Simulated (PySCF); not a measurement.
## Run report: BCl₃, frequency calculation

System: BCl₃, SMILES ClB(Cl)Cl.
Method: PBE0/pcSseg-2 displacements along normal modes, gas phase (PySCF 2.14.0).

The input sets isotopic masses.

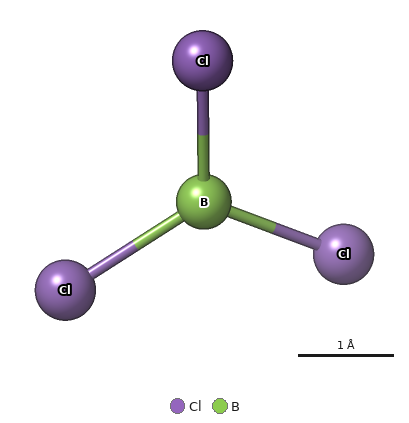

Fig. 1: The structure (ball-and-stick view, seen at a tilt). Bond lengths as drawn: B–Cl 1.74 Å.

**Input file**
```
{"job": {"xc": "PBE0", "basis": "pcSseg-2", "grid": 2, "temperatures": [500, 700], "kind": "vib", "mass_numbers": [35, 10, 35, 35]}, "charge": 0, "multiplicity": 1}
Cl    -0.855725    -1.501191    -0.018400
B      0.010155     0.004774    -0.022878
Cl    -0.860672     1.507752    -0.002599
Cl     1.747178     0.007755    -0.047540
```

The first line tells a small driver script what to run in PySCF; the rest is the geometry in Å.

Run as:
```bash
OMP_NUM_THREADS=1 python <driver script> task.json out
```

**Output**
```
mode    cm-1    km/mol   phi_rrr   E(+)/cm-1  E(-)/cm-1
  1    256.57     0.68     -11.0      45.80      46.60
  2    256.65     0.67      -1.1      46.17      46.25
  3    475.10     6.66       0.9      85.64      85.58
  4    480.09     0.00     -60.3      84.27      88.61
  5   1009.11   412.21    -188.3     175.13     188.66
  6   1009.66   412.22      82.6     184.93     179.02
```

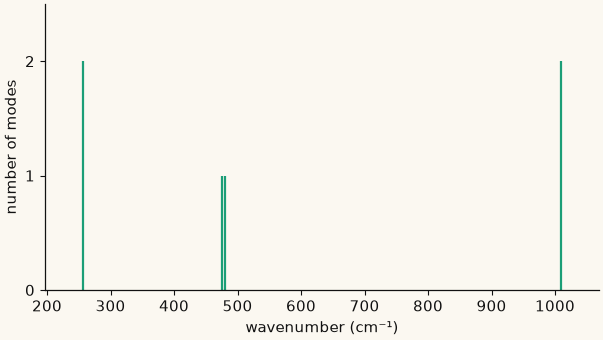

Fig. 2: Harmonic vibrational wavenumbers from the force constants; neighbouring modes closer than 3 cm⁻¹ are counted in one stick. 6 modes from 257 to 1010 cm⁻¹, none imaginary.

**Key numbers**

| quantity | value |
| --- | --- |
| outcome | converged |
| wavenumbers, lowest and highest | 257 and 1010 cm⁻¹ |
| hardware | 1 CPU thread, shared host |
| wall time | 3.2 min |
| peak memory | 0.7 GiB |
